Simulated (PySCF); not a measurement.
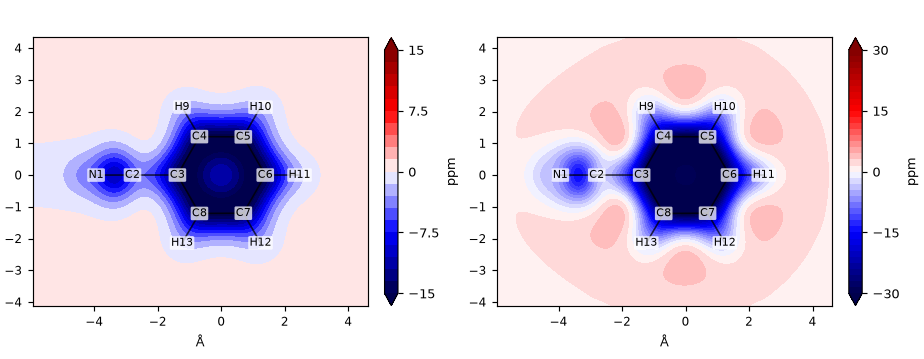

*C7H5N, SMILES `N#Cc1ccccc1`. Isotropic NICS 1.0 Å above the plane of the 6-membered ring C3/C4/C5/C6/C7/C8 (left) and NICSzz (the component normal to the ring) 1.0 Å above the plane of the same ring (right); GIAO shieldings; atoms are projected onto the map; negative values mean shielding.*

PySCF calculation, PBE0/def2-SVP, gas phase; geometry: GFN2-xTB. No frequency check shows the geometry to be a minimum.

Input

```python
import numpy as np
from pyscf import gto, scf, dft
from pyscf.prop import nmr
from pyscf.data import nist

def solve(mol, dm0=None, hcore=None):
    mf = (dft.UKS if mol.spin else dft.RKS)(mol, xc='pbe0')
    mf.grids.level = 3
    mf.conv_tol, mf.max_cycle = 1e-8, 80
    if hcore is not None:
        mf.get_hcore = lambda *args: hcore
    mf.kernel(dm0)
    if not mf.converged:
        mf = mf.newton().run(mf.mo_coeff, mf.mo_occ, max_cycle=30)
    assert mf.converged, 'SCF not converged'
    return mf

mol = gto.M(atom='''
N     -3.16861    -0.00061     0.00000
C     -2.02224     0.00031     0.00000
C     -0.60784     0.00048     0.00000
C      0.08688     1.20975     0.00000
C      1.46862     1.20227     0.00000
C      2.15938    -0.00034     0.00000
C      1.46885    -1.20198     0.00000
C      0.08711    -1.20972     0.00000
H     -0.46178     2.14009     0.00000
H      2.00961     2.13676     0.00000
H      3.23924    -0.00059     0.00000
H      2.01001    -2.13637     0.00000
H     -0.46138    -2.14017     0.00000
''', basis='def2-svp', charge=0, spin=0, verbose=4)
mf = solve(mol)
vxc = nmr.rks.get_vxc_giao  # smaller grid blocks
nmr.rks.get_vxc_giao = lambda *a, **k: vxc(*a, **{**k, 'max_memory': 300})
calc = nmr.RKS(mf)
calc.cphf = True
nuclei = calc.kernel()
mo1 = calc.mo10
# ring centres and points 1 angstrom above and below them
points = np.array([
    [0.7772, 0.0001, 0.0000],
    [0.7772, 0.0001, 1.0000],
    [0.7772, 0.0001, -1.0000],
]) / nist.BOHR
mol.atom_coord = lambda i, unit='Bohr': points[i]
idx = range(len(points))
sigma = (calc.dia(shielding_nuc=idx) + calc.para(mo10=mo1, shielding_nuc=idx)[0]) * nist.ALPHA**2 * 1e6
for p, t in zip(points, sigma):
    print('NICS at %8.4f %8.4f %8.4f  %8.2f ppm' % (*(p * nist.BOHR), -t.trace() / 3))
occ = mf.mo_coeff[:, mf.mo_occ > 0]
dm1 = np.array([mf.mo_coeff @ (2 * x) @ occ.T for x in mo1])
np.savez('result.npz', sigma=sigma, nuclei=nuclei, dm0=mf.make_rdm1(), dm1=dm1, e=mf.e_tot, eps=mf.mo_energy, occ=mf.mo_occ)
```

Launched as:

```sh
OMP_NUM_THREADS=1 python input.py
```

The run took 50 s on 1 thread of Arm Neoverse V1, with other jobs on the host, peak memory 0.93 GiB.

The script gives the values at the ring points; maps and scans were evaluated afterwards from its response orbitals, outside that time.

Q: Is the ring aromatic by this magnetic criterion?

A: It is strongly diatropic (aromatic): NICS(0) = −9.1, NICS(1) = −11.0, NICS(1)zz = −28.6 ppm.

Q: What absolute proton shieldings does the same calculation give?

A: From 24.0 ppm (H9 and H13) to 24.3 ppm (H10 and H12).
